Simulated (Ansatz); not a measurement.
**BBrH4Si: one molecule under many settings**

How do the results and run time of BBrH4Si respond when the settings are drawn wide?

The runs use Ansatz 0.2.0, Gaussian basis; the settings change from run to run.

**1. The molecule**

The structure was relaxed beforehand with PBE0-D4 in a triple-zeta def2 set.

SMILES `[SiH3]BBr`, 7 atoms, charge 0, spin multiplicity 1.

Atoms are counted from 1 here; the program's logs count them from 0.

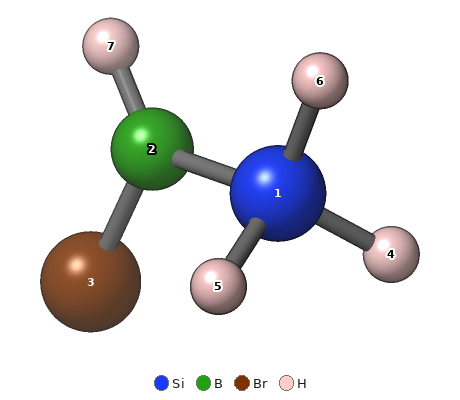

The geometry (silicon blue, boron green, bromine brown, hydrogen pink); atoms are numbered from 1 in the order of the file.

**2. BCCD(T)/6-31G**

The input, in.yaml:

```yaml
crystal:
  periodic: [false, false, false]
  atoms:
    - {symbol: Si, position_ang: [-0.677774, 0.488205, -0.240285]}
    - {symbol: B, position_ang: [0.876480, -0.537074, 0.527944]}
    - {symbol: Br, position_ang: [1.755264, -1.806750, -0.580563]}
    - {symbol: H, position_ang: [-1.718271, -0.473036, -0.698807]}
    - {symbol: H, position_ang: [-0.207346, 1.264532, -1.420883]}
    - {symbol: H, position_ang: [-1.288287, 1.427230, 0.738262]}
    - {symbol: H, position_ang: [1.321134, -0.431206, 1.628530]}
basis:
  gaussian: {orbitals: 6-31G}
hamiltonian: {xc: {name: HF}}
correlation: {method: bccd_t}
```

The run is started by

```
$ ansatz run in.yaml --threads 2 --pin off --events-out ev --progress --plain --max-ram 4352MiB
```

What it wrote:

```text
Functional definition: HF
  name "HF"
  cite "Fock, Z. Phys. 61, 126 (1930) doi:10.1007/BF01340294"
  parent pbe
  exchange = exact_x
  correlation = 0
653 factors; integrals over basis functions are off by at most 2.8e-4 eV
mean field evaluation 1: about -78583.4889 eV, gradient 1.4e1 eV
mean field evaluation 2: about -78583.4903 eV, gradient 1.4e1 eV
mean field evaluation 4: about -78584.4210 eV, gradient 1.8e0 eV
mean field evaluation 8: about -78584.4343 eV, gradient 1.8e-4 eV
mean field evaluation 16: about -78584.4332 eV, gradient 1.0e-1 eV
mean field -78584.43434824 eV, -2887.9246958549 hartree, gradient 2.0e-6 eV, S^2 0.000000; 0 other end points of the search recorded, 0 dependent functions left out
15 core orbitals not correlated: weight in the atoms' cores, before any rotation towards them, 1.000 or more for the frozen orbitals, at most 0.000 for the correlated occupied ones
reference -78584.43434824 eV, -2887.9246958549 hartree; 14, 14 occupied and 30, 30 virtual orbitals, 653 factors
second order -7.70263312 eV of doubles, -0.00000000 eV of singles
cycle   1  -8.04560934 eV  change   -3.4e-1 eV  update   8.4e-2
cycle   2  -8.34005234 eV  change   -2.9e-1 eV  update   2.8e-2
cycle   3  -8.40711669 eV  change   -6.7e-2 eV  update   1.6e-2
cycle   4  -8.39129262 eV  change    1.6e-2 eV  update   4.8e-3
cycle   5  -8.39412989 eV  change   -2.8e-3 eV  update   1.6e-3
cycle   6  -8.39228976 eV  change    1.8e-3 eV  update   5.2e-4
cycle   7  -8.39200539 eV  change    2.8e-4 eV  update   1.5e-4
cycle   8  -8.39208997 eV  change   -8.5e-5 eV  update   4.9e-5
cycle   9  -8.39209244 eV  change   -2.5e-6 eV  update   1.7e-5
perturbative correction -0.16887410 eV, -0.0062060087 hartree
Total energy: -78592.99531478 eV, -2888.2393055726 hartree
```

It took 1.1 s on 2 threads of Arm Neoverse V1, shared host.

**3. r2SCAN/6-31G***

Set apart from the defaults: finite nuclei, rVV10 dispersion.

in.yaml, as its differences from that of step 2:

```diff
@@ -11,4 +11,4 @@
 basis:
-  gaussian: {orbitals: 6-31G}
-hamiltonian: {xc: {name: HF}}
-correlation: {method: bccd_t}
+  gaussian: {orbitals: "6-31G*", nuclear_model: gaussian}
+hamiltonian: {xc: {name: r2SCAN}, dispersion: rvv10}
+output: {forces: true}
```

Launched as before.

What it wrote, cut to the lines that bear on the results:

```text
Functional definition: r2SCAN+rVV10
  name "r2SCAN+rVV10"
  cite "Furness, Kaplan, Ning, Perdew & Sun, J. Phys. Chem. Lett. 11, 8208 (2020) doi:10.1021/acs.jpclett.0c02405"
  cite "Furness, Kaplan, Ning, Perdew & Sun, J. Phys. Chem. Lett. 11, 9248 (2020) doi:10.1021/acs.jpclett.0c03077"
  cite "Vydrov & Van Voorhis, J. Chem. Phys. 133, 244103 (2010) doi:10.1063/1.3521275"
  cite "Sabatini, Gorni & de Gironcoli, Phys. Rev. B 87, 041108(R) (2013) doi:10.1103/PhysRevB.87.041108"
  cite "Ning et al., Phys. Rev. B 106, 075422 (2022) doi:10.1103/PhysRevB.106.075422"
  parent "r2scan"
[...]
881 factors; their error is unknown
[...]
mean field -78652.02919444 eV, -2890.4087606355 hartree, gradient 3.5e-5 eV, S^2 0.000000; 0 other end points of the search recorded, 0 dependent functions left out
[...]
reference -78652.02920403 eV, -2890.4087609879 hartree; 29, 29 occupied and 48, 48 virtual orbitals, 881 factors
Total energy: -78652.02920403 eV, -2890.4087609879 hartree
Atom 0 at    -0.677774     0.488205    -0.240285 Å, force     0.025487    -0.004875     0.050063 eV/Å
Atom 1 at     0.876480    -0.537074     0.527944 Å, force    -0.102140     0.140583     0.102318 eV/Å
Atom 2 at     1.755264    -1.806750    -0.580563 Å, force     0.135887    -0.194195    -0.163147 eV/Å
Atom 3 at    -1.718271    -0.473036    -0.698807 Å, force    -0.047764    -0.022221    -0.034418 eV/Å
Atom 4 at    -0.207346     1.264532    -1.420883 Å, force    -0.002127     0.029286    -0.054603 eV/Å
Atom 5 at    -1.288287     1.427230     0.738262 Å, force    -0.039564     0.043501     0.020774 eV/Å
Atom 6 at     1.321134    -0.431206     1.628530 Å, force     0.030222     0.007921     0.079014 eV/Å
Dipole moment:    -0.027462     0.061232     0.083810 e Å
```

It took 3.9 s on 2 threads of Arm Neoverse V1, shared host.

Largest force 0.288 eV/Å, dipole 0.52 D.

**4. B3LYP/6-31G***

Options: charge -1, multiplicity 2, density fitting with def2-universal-jkfit, D3(BJ) dispersion.

in.yaml, as its differences from that of step 3:

```diff
@@ -11,4 +11,5 @@
 basis:
-  gaussian: {orbitals: "6-31G*", nuclear_model: gaussian}
-hamiltonian: {xc: {name: r2SCAN}, dispersion: rvv10}
-output: {forces: true}
+  gaussian: {orbitals: "6-31G*", fitting: {mean_field: def2-universal-jkfit}}
+total_charge: -1
+magnetization: {spin_polarized: true, initial_magnetization: 1}
+hamiltonian: {xc: {name: B3LYP}, dispersion: d3bj}
```

The command is unchanged.

What it wrote, cut to the lines that bear on the results:

```text
Functional definition: B3LYP
  name "B3LYP"
  cite "Stephens, Devlin, Chabalowski & Frisch, J. Phys. Chem. 98, 11623 (1994) doi:10.1021/j100096a001"
  cite "Becke, Phys. Rev. A 38, 3098 (1988) doi:10.1103/PhysRevA.38.3098"
  cite "Lee, Yang & Parr, Phys. Rev. B 37, 785 (1988) doi:10.1103/PhysRevB.37.785"
  cite "Vosko, Wilk & Nusair, Can. J. Phys. 58, 1200 (1980) doi:10.1139/p80-159"
[...]
541 factors; integrals over basis functions are off by at most 7.9e-2 eV
[...]
mean field -78658.61014917 eV, -2890.6506062612 hartree, gradient 6.6e-5 eV, S^2 0.753635; 0 other end points of the search recorded, 0 dependent functions left out
reference -78658.61039486 eV, -2890.6506152902 hartree; 30, 29 occupied and 47, 48 virtual orbitals, 541 factors
Total energy: -78658.87754268 eV, -2890.6604327912 hartree
```

Wall time 1.6 s (2 threads of Arm Neoverse V1, shared host).

⟨S²⟩ 0.754.

**5. PBE/aug-pcseg-2**

This run has charge -1, multiplicity 2, atoms shaken by 0.03 Å, D4 dispersion, relativity set to scalar.

The input, in.yaml:

```yaml
crystal:
  periodic: [false, false, false]
  atoms:
    - {symbol: Si, position_ang: [-0.718789, 0.510662, -0.261895]}
    - {symbol: B, position_ang: [0.905401, -0.602927, 0.554034]}
    - {symbol: Br, position_ang: [1.762077, -1.816464, -0.563881]}
    - {symbol: H, position_ang: [-1.694922, -0.465585, -0.659302]}
    - {symbol: H, position_ang: [-0.241474, 1.283264, -1.415819]}
    - {symbol: H, position_ang: [-1.331481, 1.433127, 0.784581]}
    - {symbol: H, position_ang: [1.338305, -0.459194, 1.657954]}
basis:
  gaussian: {orbitals: aug-pcseg-2}
total_charge: -1
magnetization: {spin_polarized: true, initial_magnetization: 1}
hamiltonian: {xc: {name: PBE}, dispersion: d4, pseudopotentials: {relativity: scalar}}
```

Launched as before.

What it wrote:

```text
Functional definition: PBE
  name "PBE"
  cite "Perdew, Burke & Ernzerhof, Phys. Rev. Lett. 77, 3865 (1996) doi:10.1103/PhysRevLett.77.3865"
  parent pbe
  parameter kappa = 0.804
  parameter beta = 0.06672455060314922
  exchange = pbe_x(kappa = kappa, mu = beta*pi^2/3)
  correlation = pbe_c(beta = beta)
1202 factors; their error is unknown
mean field evaluation 1: about -79336.3165 eV, gradient 3.3e1 eV
mean field evaluation 2: about -79298.7324 eV, gradient 6.5e1 eV
mean field evaluation 4: about -79342.7152 eV, gradient 5.9e0 eV
mean field evaluation 8: about -79342.8906 eV, gradient 1.8e-1 eV
mean field evaluation 16: about -79342.8414 eV, gradient 2.9e-4 eV
mean field evaluation 32: about -79342.3213 eV, gradient 5.2e0 eV
mean field -79342.84137522 eV, -2915.7956400298 hartree, gradient 6.9e-6 eV, S^2 0.754055; 10 other end points of the search recorded, 0 dependent functions left out
reference -79342.84145400 eV, -2915.7956429249 hartree; 30, 29 occupied and 217, 218 virtual orbitals, 1202 factors
Total energy: -79343.00128499 eV, -2915.8015166056 hartree
Relativity: scalar
```

Wall time 21 s (2 threads of Arm Neoverse V1, shared host); peak memory 0.56 GiB.

⟨S²⟩ 0.754.

**6. wPBEh/aug-pcseg-2**

Options: charge +1, multiplicity 2.

The input, in.yaml:

```yaml
crystal:
  periodic: [false, false, false]
  atoms:
    - {symbol: Si, position_ang: [-0.677774, 0.488205, -0.240285]}
    - {symbol: B, position_ang: [0.876480, -0.537074, 0.527944]}
    - {symbol: Br, position_ang: [1.755264, -1.806750, -0.580563]}
    - {symbol: H, position_ang: [-1.718271, -0.473036, -0.698807]}
    - {symbol: H, position_ang: [-0.207346, 1.264532, -1.420883]}
    - {symbol: H, position_ang: [-1.288287, 1.427230, 0.738262]}
    - {symbol: H, position_ang: [1.321134, -0.431206, 1.628530]}
basis:
  gaussian: {orbitals: aug-pcseg-2}
total_charge: 1
magnetization: {spin_polarized: true, initial_magnetization: 1}
hamiltonian: {xc: {name: wPBEh}}
output: {forces: true}
```

Same command.

What it wrote, cut to the lines that bear on the results:

```text
Functional definition: wPBEh
  name "wPBEh"
  cite "Heyd, Scuseria & Ernzerhof, J. Chem. Phys. 118, 8207 (2003) doi:10.1063/1.1564060"
  cite "Krukau, Vydrov, Izmaylov & Scuseria, J. Chem. Phys. 125, 224106 (2006) doi:10.1063/1.2404663"
  cite "Heyd & Scuseria, J. Chem. Phys. 120, 7274 (2004) doi:10.1063/1.1668634"
  cite "Ernzerhof & Perdew, J. Chem. Phys. 109, 3313 (1998) doi:10.1063/1.476928"
  cite "Perdew, Burke & Ernzerhof, Phys. Rev. Lett. 77, 3865 (1996) doi:10.1103/PhysRevLett.77.3865"
  parent pbe
[...]
1254 factors; their error is unknown
143 factors; integrals over basis functions are off by at most 4.5e-6 eV
[...]
mean field -78644.75652894 eV, -2890.1414951079 hartree, gradient 4.9e-5 eV, S^2 0.754318; 2 other end points of the search recorded, 0 dependent functions left out
[...]
reference -78644.75657828 eV, -2890.1414969213 hartree; 29, 28 occupied and 218, 219 virtual orbitals, 1254 factors
Total energy: -78644.75657828 eV, -2890.1414969213 hartree
Atom 0 at    -0.677774     0.488205    -0.240285 Å, force    -1.975398     1.320513    -0.915287 eV/Å
Atom 1 at     0.876480    -0.537074     0.527944 Å, force     1.806327    -1.827756    -0.559974 eV/Å
Atom 2 at     1.755264    -1.806750    -0.580563 Å, force    -0.738708     0.930998     0.635446 eV/Å
Atom 3 at    -1.718271    -0.473036    -0.698807 Å, force     0.336929    -0.301220     0.157912 eV/Å
Atom 4 at    -0.207346     1.264532    -1.420883 Å, force     0.413279    -0.225780     0.124360 eV/Å
Atom 5 at    -1.288287     1.427230     0.738262 Å, force     0.404132    -0.233203     0.288600 eV/Å
Atom 6 at     1.321134    -0.431206     1.628530 Å, force    -0.246562     0.336447     0.268943 eV/Å
Dipole moment:    -0.232201     0.326996     0.272334 e Å
```

Run time: 18 s. Hardware: 2 threads of Arm Neoverse V1, shared host; peak memory 0.9 GiB.

Largest force 2.630 eV/Å, ⟨S²⟩ 0.754.

**7. r2SCAN/pcseg-2**

This run has charge +1, multiplicity 2, D3(BJ) with three-body dispersion.

in.yaml, as its differences from that of step 6:

```diff
@@ -11,6 +11,6 @@
 basis:
-  gaussian: {orbitals: aug-pcseg-2}
+  gaussian: {orbitals: pcseg-2}
 total_charge: 1
 magnetization: {spin_polarized: true, initial_magnetization: 1}
-hamiltonian: {xc: {name: wPBEh}}
+hamiltonian: {xc: {name: r2SCAN}, dispersion: d3bjatm}
 output: {forces: true}
```

Launched as before.

What it wrote, cut to the lines that bear on the results:

```text
Functional definition: r2SCAN
  name "r2SCAN"
  cite "Furness, Kaplan, Ning, Perdew & Sun, J. Phys. Chem. Lett. 11, 8208 (2020) doi:10.1021/acs.jpclett.0c02405"
  cite "Furness, Kaplan, Ning, Perdew & Sun, J. Phys. Chem. Lett. 11, 9248 (2020) doi:10.1021/acs.jpclett.0c03077"
  parent r2scan
[...]
1013 factors; their error is unknown
[...]
mean field -78655.58886088 eV, -2890.5395759644 hartree, gradient 5.7e-5 eV, S^2 0.753970; 2 other end points of the search recorded, 0 dependent functions left out
[...]
reference -78655.58888085 eV, -2890.5395766981 hartree; 29, 28 occupied and 134, 135 virtual orbitals, 1013 factors
Total energy: -78655.62783203 eV, -2890.5410081278 hartree
Atom 0 at    -0.677774     0.488205    -0.240285 Å, force    -1.909668     1.302086    -0.820154 eV/Å
Atom 1 at     0.876480    -0.537074     0.527944 Å, force     1.690445    -1.752775    -0.621506 eV/Å
Atom 2 at     1.755264    -1.806750    -0.580563 Å, force    -0.690960     0.875693     0.605777 eV/Å
Atom 3 at    -1.718271    -0.473036    -0.698807 Å, force     0.351684    -0.291805     0.152078 eV/Å
Atom 4 at    -0.207346     1.264532    -1.420883 Å, force     0.406257    -0.241216     0.128574 eV/Å
Atom 5 at    -1.288287     1.427230     0.738262 Å, force     0.399714    -0.237735     0.267669 eV/Å
Atom 6 at     1.321134    -0.431206     1.628530 Å, force    -0.247472     0.345751     0.287562 eV/Å
Dipole moment:    -0.249429     0.343382     0.273904 e Å
```

Run time: 13 s. Hardware: 2 threads of Arm Neoverse V1, shared host; peak memory 0.28 GiB.

Largest force 2.513 eV/Å, ⟨S²⟩ 0.754.

**8. SPW92/def2-TZVPD**

Set apart from the defaults: atoms shaken by 0.15 Å, the search for lower states set to off.

The input, in.yaml:

```yaml
crystal:
  periodic: [false, false, false]
  atoms:
    - {symbol: Si, position_ang: [-0.715874, 0.519658, -0.405536]}
    - {symbol: B, position_ang: [1.072608, -0.532737, 0.567003]}
    - {symbol: Br, position_ang: [1.653057, -1.974545, -0.769122]}
    - {symbol: H, position_ang: [-1.718736, -0.568901, -0.693365]}
    - {symbol: H, position_ang: [0.102428, 1.128410, -1.312136]}
    - {symbol: H, position_ang: [-1.212185, 1.538049, 0.778909]}
    - {symbol: H, position_ang: [1.395007, -0.417704, 1.660651]}
basis:
  gaussian: {orbitals: def2-TZVPD}
hamiltonian: {xc: {name: SPW92}}
scf: {lower_state_search: off}
```

Launched as before.

What it wrote, cut to the lines that bear on the results:

```text
Functional definition: SPW92
  name "SPW92"
  cite "Dirac, Proc. Camb. Phil. Soc. 26, 376 (1930) doi:10.1017/S0305004100016108"
  cite "Slater, Phys. Rev. 81, 385 (1951) doi:10.1103/PhysRev.81.385"
  cite "Perdew & Wang, Phys. Rev. B 45, 13244 (1992) doi:10.1103/PhysRevB.45.13244"
[...]
1064 factors; their error is unknown
[...]
mean field -78527.25861849 eV, -2885.8235265418 hartree, gradient 2.8e-6 eV, S^2 0.000000; 0 other end points of the search recorded, 0 dependent functions left out
reference -78527.25867685 eV, -2885.8235286867 hartree; 29, 29 occupied and 144, 144 virtual orbitals, 1064 factors
Total energy: -78527.25867685 eV, -2885.8235286867 hartree
Checks for a lower state left out: stability, starts, cluster_reference, orbital_swaps, neighbouring_geometries, increment
```

Wall time 1 s (2 threads of Arm Neoverse V1, shared host).

**9. HSE06/cc-pVTZ**

This run has D3(BJ) dispersion, the search for lower states set to light.

The input, in.yaml:

```yaml
crystal:
  periodic: [false, false, false]
  atoms:
    - {symbol: Si, position_ang: [-0.677774, 0.488205, -0.240285]}
    - {symbol: B, position_ang: [0.876480, -0.537074, 0.527944]}
    - {symbol: Br, position_ang: [1.755264, -1.806750, -0.580563]}
    - {symbol: H, position_ang: [-1.718271, -0.473036, -0.698807]}
    - {symbol: H, position_ang: [-0.207346, 1.264532, -1.420883]}
    - {symbol: H, position_ang: [-1.288287, 1.427230, 0.738262]}
    - {symbol: H, position_ang: [1.321134, -0.431206, 1.628530]}
basis:
  gaussian: {orbitals: cc-pVTZ}
hamiltonian: {xc: {name: HSE06}, dispersion: d3bj}
scf: {lower_state_search: light}
output: {forces: true}
```

Same command.

What it wrote, cut to the lines that bear on the results:

```text
Functional definition: HSE06
  name "HSE06"
  cite "Heyd, Scuseria & Ernzerhof, J. Chem. Phys. 118, 8207 (2003) doi:10.1063/1.1564060"
  cite "Krukau, Vydrov, Izmaylov & Scuseria, J. Chem. Phys. 125, 224106 (2006) doi:10.1063/1.2404663"
  cite "Heyd & Scuseria, J. Chem. Phys. 120, 7274 (2004) doi:10.1063/1.1668634"
  cite "Ernzerhof & Perdew, J. Chem. Phys. 109, 3313 (1998) doi:10.1063/1.476928"
  cite "Perdew, Burke & Ernzerhof, Phys. Rev. Lett. 77, 3865 (1996) doi:10.1103/PhysRevLett.77.3865"
  parent pbe
[...]
  # The whole range is PBE's own exchange, as in plane waves. The composition of these papers is wPBEh.
[...]
1149 factors; their error is unknown
87 factors; integrals over basis functions are off by at most 1.1e-6 eV
[...]
mean field -78654.57929954 eV, -2890.5024752695 hartree, gradient 2.5e-5 eV, S^2 0.000000; 0 other end points of the search recorded, 0 dependent functions left out
[...]
reference -78654.57933872 eV, -2890.5024767093 hartree; 29, 29 occupied and 134, 134 virtual orbitals, 1149 factors
Total energy: -78654.68644728 eV, -2890.5064128763 hartree
Atom 0 at    -0.677774     0.488205    -0.240285 Å, force     0.005111    -0.001040     0.013093 eV/Å
Atom 1 at     0.876480    -0.537074     0.527944 Å, force     0.034720    -0.005451     0.044717 eV/Å
Atom 2 at     1.755264    -1.806750    -0.580563 Å, force     0.014632    -0.019835    -0.011784 eV/Å
Atom 3 at    -1.718271    -0.473036    -0.698807 Å, force    -0.033861    -0.027920    -0.017129 eV/Å
Atom 4 at    -0.207346     1.264532    -1.420883 Å, force     0.012132     0.024179    -0.038002 eV/Å
Atom 5 at    -1.288287     1.427230     0.738262 Å, force    -0.023511     0.032422     0.029248 eV/Å
Atom 6 at     1.321134    -0.431206     1.628530 Å, force    -0.009222    -0.002355    -0.020144 eV/Å
Dipole moment:    -0.018284     0.050689     0.079306 e Å
```

It took 4.2 s on 2 threads of Arm Neoverse V1, shared host; peak memory 0.4 GiB.

Largest force 0.057 eV/Å, dipole 0.46 D.

**10. BHLYP/pcseg-2**

Set apart from the defaults: unrestricted orbitals, D4 dispersion, relativity set to none.

in.yaml, as its differences from that of step 9:

```diff
@@ -11,5 +11,5 @@
 basis:
-  gaussian: {orbitals: cc-pVTZ}
-hamiltonian: {xc: {name: HSE06}, dispersion: d3bj}
-scf: {lower_state_search: light}
+  gaussian: {orbitals: pcseg-2}
+magnetization: {spin_polarized: true, initial_magnetization: 0}
+hamiltonian: {xc: {name: BHLYP}, dispersion: d4, pseudopotentials: {relativity: none}}
 output: {forces: true}
```

Launched as before.

What it wrote, cut to the lines that bear on the results:

```text
Functional definition: BHLYP
  name "BHLYP"
  cite "Becke, J. Chem. Phys. 98, 1372 (1993) doi:10.1063/1.464304"
  cite "Becke, Phys. Rev. A 38, 3098 (1988) doi:10.1103/PhysRevA.38.3098"
  cite "Lee, Yang & Parr, Phys. Rev. B 37, 785 (1988) doi:10.1103/PhysRevB.37.785"
[...]
1153 factors; their error is unknown
[...]
mean field -78666.49242593 eV, -2890.9402745893 hartree, gradient 4.5e-6 eV, S^2 0.000000; 0 other end points of the search recorded, 0 dependent functions left out
[...]
reference -78666.49262391 eV, -2890.9402818648 hartree; 29, 29 occupied and 134, 134 virtual orbitals, 1153 factors
Total energy: -78666.68043850 eV, -2890.9471839238 hartree
Atom 0 at    -0.677774     0.488205    -0.240285 Å, force    -0.212929     0.129907    -0.135411 eV/Å
Atom 1 at     0.876480    -0.537074     0.527944 Å, force     0.068651     0.099675     0.345735 eV/Å
Atom 2 at     1.755264    -1.806750    -0.580563 Å, force     0.051210    -0.072171    -0.056922 eV/Å
Atom 3 at    -1.718271    -0.473036    -0.698807 Å, force     0.189369     0.169122     0.095720 eV/Å
Atom 4 at    -0.207346     1.264532    -1.420883 Å, force    -0.075530    -0.136120     0.222391 eV/Å
Atom 5 at    -1.288287     1.427230     0.738262 Å, force     0.114594    -0.170453    -0.166872 eV/Å
Atom 6 at     1.321134    -0.431206     1.628530 Å, force    -0.135365    -0.019960    -0.304641 eV/Å
Dipole moment:    -0.034873     0.079248     0.111555 e Å
```

Wall time 6 s (2 threads of Arm Neoverse V1, shared host); peak memory 0.48 GiB.

Largest force 0.366 eV/Å, dipole 0.68 D, ⟨S²⟩ 0.000.

**11. The runs in one table**

| level | charge | multiplicity | geometry | functions | energy (eV) | time |
| --- | --- | --- | --- | --- | --- | --- |
| BCCD(T)/6-31G | 0 | 1 | relaxed | 59 | -78592.995 | 1.1 s |
| r2SCAN/6-31G* | 0 | 1 | relaxed | 77 | -78652.029 | 3.9 s |
| B3LYP/6-31G* | -1 | 2 | relaxed | 77 | -78658.878 | 1.6 s |
| PBE/aug-pcseg-2 | -1 | 2 | shaken | 247 | -79343.001 | 21 s |
| wPBEh/aug-pcseg-2 | 1 | 2 | relaxed | 247 | -78644.757 | 18 s |
| r2SCAN/pcseg-2 | 1 | 2 | relaxed | 163 | -78655.628 | 13 s |
| SPW92/def2-TZVPD | 0 | 1 | shaken | 173 | -78527.259 | 1 s |
| HSE06/cc-pVTZ | 0 | 1 | relaxed | 163 | -78654.686 | 4.2 s |
| BHLYP/pcseg-2 | 0 | 1 | relaxed | 163 | -78666.680 | 6 s |

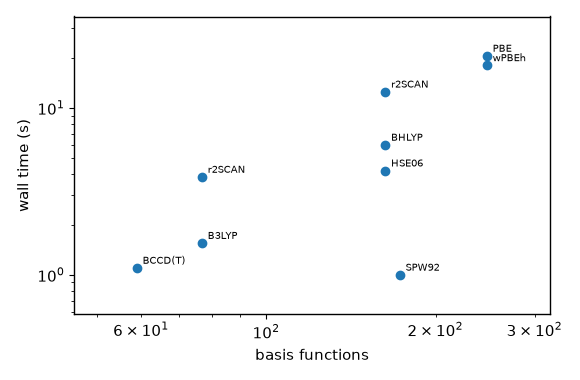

Wall time against the number of basis functions (shared host).

**12. Outcome**

| quantity | value |
| --- | --- |
| runs | 9 |
| quickest | SPW92/def2-TZVPD, 1 s |
| slowest | PBE/aug-pcseg-2, 21 s |
| spread of total energies, same state and geometry | 73.7 eV |
| dipole, same state and geometry | 0.46 to 0.68 D |

**Reading.** PBE/aug-pcseg-2 took 21 times as long as SPW92/def2-TZVPD. The jobs differ in tasks and options as well as level. Total energies at one charge and spin differ by 74 eV between levels, so only differences within one level mean anything. At the PBE0-D4/def2-TZVP geometry and in the same state, runs without warnings or point charges leave forces up to 0.37 eV/Å (BHLYP/pcseg-2). At that geometry and state the dipole changes by 47 % between the lowest and highest value.
